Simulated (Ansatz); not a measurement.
# BSiHO (singlet): B2PLYP, RKS PBE0, RPA-PBE over vertical spin and charge gaps and displaced geometries, cc-pVDZ, part 2 of 2

Ansatz 0.2.0, Gaussian basis; cc-pVDZ, all electrons in the functionals, frozen cores in the correlation of double hybrids and RPA. Earlier steps stand in the parts before.

### 8 RKS PBE0, displaced geometry v1

Contents of in.yaml:

```yaml
crystal:
  periodic: [false, false, false]
  atoms:
    - {symbol: O, position_ang: [-0.022514, 0.004885, 1.946157]}
    - {symbol: B, position_ang: [-0.023347, 0.006281, 0.729860]}
    - {symbol: Si, position_ang: [0.024617, -0.055499, -1.339853]}
    - {symbol: H, position_ang: [-0.078160, 1.401522, -1.386418]}
basis:
  gaussian: {orbitals: cc-pVDZ}
hamiltonian: {xc: {name: PBE0}}
```

Started as:

```console
> ansatz run in.yaml --threads 1 --pin off --events-out ev --progress --plain --max-ram 2393MiB
```

The program printed:

```text
Functional definition: PBE0
  name "PBE0"
  cite "Adamo & Barone, J. Chem. Phys. 110, 6158 (1999) doi:10.1063/1.478522"
  cite "Perdew, Burke & Ernzerhof, Phys. Rev. Lett. 77, 3865 (1996) doi:10.1103/PhysRevLett.77.3865"
  parent pbe
  parameter a = 0.25
  parameter kappa = 0.804
  parameter beta = 0.06672455060314922
  exchange = (1 - a)*pbe_x(kappa = kappa, mu = beta*pi^2/3) + a*exact_x
  correlation = pbe_c(beta = beta)
487 factors; integrals over basis functions are off by at most 1.3e-3 eV
mean field evaluation 1: about -10604.7586 eV, gradient 5.0e1 eV
mean field evaluation 2: about -10549.1159 eV, gradient 1.5e2 eV
mean field evaluation 4: about -10609.8208 eV, gradient 2.4e0 eV
mean field evaluation 8: about -10609.8417 eV, gradient 9.0e-2 eV
mean field -10609.84174791 eV, -389.9044926267 hartree, gradient 8.0e-5 eV, S^2 0.000000; 0 other end points of the search recorded, 0 dependent functions left out
reference -10609.84177048 eV, -389.9044934562 hartree; 14, 14 occupied and 37, 37 virtual orbitals, 487 factors
Total energy: -10609.84177048 eV, -389.9044934562 hartree
```

Run time: 0.81 s. Hardware: 1 thread of Arm Neoverse V1, shared host.

From charge 0, singlet: +5.2 kJ/mol.

### 9 RKS PBE0, displaced geometry v2

Contents of in.yaml:

```yaml
crystal:
  periodic: [false, false, false]
  atoms:
    - {symbol: O, position_ang: [0.076315, 0.034989, 1.912210]}
    - {symbol: B, position_ang: [-0.088559, 0.060902, 0.718660]}
    - {symbol: Si, position_ang: [-0.011939, -0.092612, -1.316621]}
    - {symbol: H, position_ang: [0.071170, 1.371953, -1.374774]}
basis:
  gaussian: {orbitals: cc-pVDZ}
hamiltonian: {xc: {name: PBE0}}
```

Same command.

The program printed:

```text
Functional definition: PBE0
  name "PBE0"
  cite "Adamo & Barone, J. Chem. Phys. 110, 6158 (1999) doi:10.1063/1.478522"
  cite "Perdew, Burke & Ernzerhof, Phys. Rev. Lett. 77, 3865 (1996) doi:10.1103/PhysRevLett.77.3865"
  parent pbe
  parameter a = 0.25
  parameter kappa = 0.804
  parameter beta = 0.06672455060314922
  exchange = (1 - a)*pbe_x(kappa = kappa, mu = beta*pi^2/3) + a*exact_x
  correlation = pbe_c(beta = beta)
487 factors; integrals over basis functions are off by at most 1.3e-3 eV
mean field evaluation 1: about -10604.7542 eV, gradient 5.0e1 eV
mean field evaluation 2: about -10537.0421 eV, gradient 1.6e2 eV
mean field evaluation 4: about -10609.8067 eV, gradient 3.1e0 eV
mean field evaluation 8: about -10609.8364 eV, gradient 6.3e-2 eV
mean field -10609.83638803 eV, -389.9042956548 hartree, gradient 1.8e-5 eV, S^2 0.000000; 0 other end points of the search recorded, 0 dependent functions left out
reference -10609.83641020 eV, -389.9042964694 hartree; 14, 14 occupied and 37, 37 virtual orbitals, 487 factors
Total energy: -10609.83641020 eV, -389.9042964694 hartree
```

It took 0.81 s on 1 thread of Arm Neoverse V1, shared host.

From charge 0, singlet: +5.8 kJ/mol.

### 10 RPA-PBE, charge 0, singlet

Contents of in.yaml:

```yaml
crystal:
  periodic: [false, false, false]
  atoms:
    - {symbol: O, position_ang: [0.000000, 0.023096, 1.916557]}
    - {symbol: B, position_ang: [0.000000, 0.040635, 0.711413]}
    - {symbol: Si, position_ang: [0.000000, -0.080455, -1.315687]}
    - {symbol: H, position_ang: [0.000000, 1.439380, -1.392054]}
basis:
  gaussian: {orbitals: cc-pVDZ}
magnetization: {spin_polarized: true, initial_magnetization: 0}
hamiltonian: {xc: {name: PBE}}
correlation: {method: rpa, electrons: outside_noble_gas}
```

Launched as before.

The program printed, cut to the lines that bear on the results:

```text
Functional definition: PBE
  name "PBE"
  cite "Perdew, Burke & Ernzerhof, Phys. Rev. Lett. 77, 3865 (1996) doi:10.1103/PhysRevLett.77.3865"
  parent pbe
[...]
488 factors; integrals over basis functions are off by at most 1.2e-3 eV
[...]
mean field -10609.18473827 eV, -389.8803479677 hartree, gradient 2.4e-6 eV, S^2 0.000000; 2 other end points of the search recorded, 0 dependent functions left out
7 core orbitals not correlated: weight in the atoms' cores, before any rotation towards them, 1.000 or more for the frozen orbitals, at most 0.000 for the correlated occupied ones
reference -10585.85425277 eV, -389.0229684396 hartree; 7, 7 occupied and 37, 37 virtual orbitals, 488 factors
Total energy: -10600.99713155 eV, -389.5794589706 hartree
```

Wall time 3 s (1 thread of Arm Neoverse V1, shared host).

From the report: ⟨S²⟩ of the determinant 0.000 (pure singlet: 0.00).

### 11 RPA-PBE, charge 0, triplet

in.yaml: that of step 10 with these lines changed.

```diff
@@ -9,3 +9,3 @@
   gaussian: {orbitals: cc-pVDZ}
-magnetization: {spin_polarized: true, initial_magnetization: 0}
+magnetization: {spin_polarized: true, initial_magnetization: 2}
 hamiltonian: {xc: {name: PBE}}
```

Launched as before.

The program printed, cut to the lines that bear on the results:

```text
Functional definition: PBE
  name "PBE"
  cite "Perdew, Burke & Ernzerhof, Phys. Rev. Lett. 77, 3865 (1996) doi:10.1103/PhysRevLett.77.3865"
  parent pbe
[...]
488 factors; integrals over basis functions are off by at most 1.2e-3 eV
[...]
mean field -10608.15639514 eV, -389.8425570547 hartree, gradient 3.9e-6 eV, S^2 2.003160; 0 other end points of the search recorded, 0 dependent functions left out
7 core orbitals not correlated: weight in the atoms' cores, before any rotation towards them, 1.000 or more for the frozen orbitals, at most 0.000 for the correlated occupied ones
reference -10585.20857120 eV, -388.9992400797 hartree; 8, 6 occupied and 36, 38 virtual orbitals, 488 factors
Total energy: -10599.73182704 eV, -389.5329598874 hartree
```

Wall time 2 s (1 thread of Arm Neoverse V1, shared host).

From the report: ⟨S²⟩ of the determinant 2.003 (pure triplet: 2.00).

From charge 0, singlet: +122.1 kJ/mol.

### 12 RPA-PBE, charge 1, doublet

in.yaml: that of step 11 with these lines changed.

```diff
@@ -9,3 +9,4 @@
   gaussian: {orbitals: cc-pVDZ}
-magnetization: {spin_polarized: true, initial_magnetization: 2}
+total_charge: 1
+magnetization: {spin_polarized: true, initial_magnetization: 1}
 hamiltonian: {xc: {name: PBE}}
```

Launched as before.

The program printed, cut to the lines that bear on the results:

```text
Functional definition: PBE
  name "PBE"
  cite "Perdew, Burke & Ernzerhof, Phys. Rev. Lett. 77, 3865 (1996) doi:10.1103/PhysRevLett.77.3865"
  parent pbe
[...]
488 factors; integrals over basis functions are off by at most 1.2e-3 eV
[...]
mean field -10599.32130011 eV, -389.5178733009 hartree, gradient 9.4e-6 eV, S^2 0.753016; 4 other end points of the search recorded, 0 dependent functions left out
7 core orbitals not correlated: weight in the atoms' cores, before any rotation towards them, 1.000 or more for the frozen orbitals, at most 0.000 for the correlated occupied ones
reference -10576.30991290 eV, -388.6722204188 hartree; 7, 6 occupied and 37, 38 virtual orbitals, 488 factors
Total energy: -10590.97740092 eV, -389.2112406615 hartree
```

Wall time 4.9 s (1 thread of Arm Neoverse V1, shared host).

From the report: ⟨S²⟩ of the determinant 0.753 (pure doublet: 0.75).

From charge 0, singlet: +966.8 kJ/mol.

### 13 RPA-PBE, displaced geometry v1

Contents of in.yaml:

```yaml
crystal:
  periodic: [false, false, false]
  atoms:
    - {symbol: O, position_ang: [-0.022514, 0.004885, 1.946157]}
    - {symbol: B, position_ang: [-0.023347, 0.006281, 0.729860]}
    - {symbol: Si, position_ang: [0.024617, -0.055499, -1.339853]}
    - {symbol: H, position_ang: [-0.078160, 1.401522, -1.386418]}
basis:
  gaussian: {orbitals: cc-pVDZ}
magnetization: {spin_polarized: true, initial_magnetization: 0}
hamiltonian: {xc: {name: PBE}}
correlation: {method: rpa, electrons: outside_noble_gas}
```

The command is unchanged.

The program printed, cut to the lines that bear on the results:

```text
Functional definition: PBE
  name "PBE"
  cite "Perdew, Burke & Ernzerhof, Phys. Rev. Lett. 77, 3865 (1996) doi:10.1103/PhysRevLett.77.3865"
  parent pbe
[...]
487 factors; integrals over basis functions are off by at most 1.3e-3 eV
[...]
mean field -10609.13188703 eV, -389.8784057206 hartree, gradient 1.7e-6 eV, S^2 0.000000; 2 other end points of the search recorded, 0 dependent functions left out
7 core orbitals not correlated: weight in the atoms' cores, before any rotation towards them, 1.000 or more for the frozen orbitals, at most 0.000 for the correlated occupied ones
reference -10585.81238690 eV, -389.0214298974 hartree; 7, 7 occupied and 37, 37 virtual orbitals, 487 factors
Total energy: -10600.98132124 eV, -389.5788779524 hartree
```

It took 3 s on 1 thread of Arm Neoverse V1, shared host.

From the report: ⟨S²⟩ of the determinant 0.000 (pure singlet: 0.00).

From charge 0, singlet: +1.5 kJ/mol.

### 14 RPA-PBE, displaced geometry v2

Contents of in.yaml:

```yaml
crystal:
  periodic: [false, false, false]
  atoms:
    - {symbol: O, position_ang: [0.076315, 0.034989, 1.912210]}
    - {symbol: B, position_ang: [-0.088559, 0.060902, 0.718660]}
    - {symbol: Si, position_ang: [-0.011939, -0.092612, -1.316621]}
    - {symbol: H, position_ang: [0.071170, 1.371953, -1.374774]}
basis:
  gaussian: {orbitals: cc-pVDZ}
magnetization: {spin_polarized: true, initial_magnetization: 0}
hamiltonian: {xc: {name: PBE}}
correlation: {method: rpa, electrons: outside_noble_gas}
```

Same command.

The program printed, cut to the lines that bear on the results:

```text
Functional definition: PBE
  name "PBE"
  cite "Perdew, Burke & Ernzerhof, Phys. Rev. Lett. 77, 3865 (1996) doi:10.1103/PhysRevLett.77.3865"
  parent pbe
[...]
487 factors; integrals over basis functions are off by at most 1.3e-3 eV
[...]
mean field -10609.11728868 eV, -389.8778692409 hartree, gradient 2.2e-6 eV, S^2 0.000000; 2 other end points of the search recorded, 0 dependent functions left out
7 core orbitals not correlated: weight in the atoms' cores, before any rotation towards them, 1.000 or more for the frozen orbitals, at most 0.000 for the correlated occupied ones
reference -10585.80657395 eV, -389.0212162753 hartree; 7, 7 occupied and 37, 37 virtual orbitals, 487 factors
Total energy: -10600.94054765 eV, -389.5773795507 hartree
```

Run time: 3 s. Hardware: 1 thread of Arm Neoverse V1, shared host.

From the report: ⟨S²⟩ of the determinant 0.000 (pure singlet: 0.00).

From charge 0, singlet: +5.5 kJ/mol.

### 15 Against the wave-function levels

The yardstick is RCCSDT(Q), where the cluster series has nearly closed. It comes from earlier runs at the same points. Energies in kJ/mol, counted from charge 0, singlet; blanks weren't run or aren't comparable.

```
    level  singlet to triplet  ionisation to the doublet cation  displacement v1  displacement v2
RCCSDT(Q)               111.7                             956.6              2.2              5.3
   B2PLYP               113.6                             955.7              3.8              4.8
 RKS PBE0                                                                    5.2              5.8
  RPA-PBE               122.1                             966.8              1.5              5.5
```

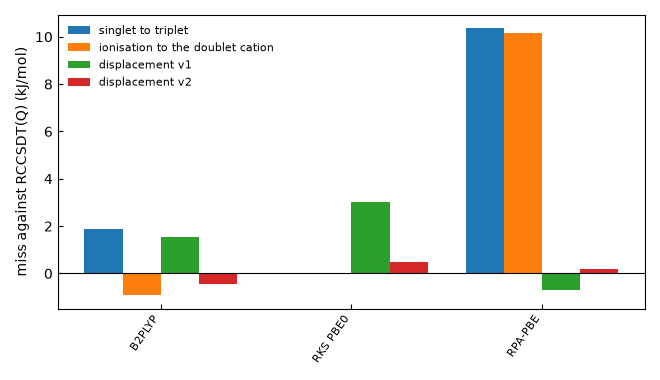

Misses of the gaps against RCCSDT(Q).

Largest miss and mean time a point (RCCSDT(Q) took 56 s a point; shared hosts):

| level | largest miss (kJ/mol) | where | time a point |
| --- | --- | --- | --- |
| B2PLYP | +1.9 | singlet to triplet | 5.7 s |
| RKS PBE0 | +3.0 | displacement v1 | 0.83 s |
| RPA-PBE | +10.4 | singlet to triplet | 3.2 s |

### 16 Summary of results

This closing draws on all 2 parts.

```
                                   quantity                              value
              singlet to triplet, RCCSDT(Q)                       111.7 kJ/mol
ionisation to the doublet cation, RCCSDT(Q)                       956.6 kJ/mol
                 displacement v1, RCCSDT(Q)                         2.2 kJ/mol
                 displacement v2, RCCSDT(Q)                         5.3 kJ/mol
                       largest miss, B2PLYP   +1.9 kJ/mol (singlet to triplet)
                     largest miss, RKS PBE0      +3.0 kJ/mol (displacement v1)
                      largest miss, RPA-PBE  +10.4 kJ/mol (singlet to triplet)
```

In words: Misses are known at 4 of 4 points at best, and only functionals with that many are ranked. Of the functionals, B2PLYP keep the smallest largest miss at the points compared (at most 1.9 kJ/mol) and RPA-PBE strays most (10.4 kJ/mol, at singlet to triplet). Functionals and the yardstick converge differently with the basis, so part of each miss in cc-pVDZ is the basis.
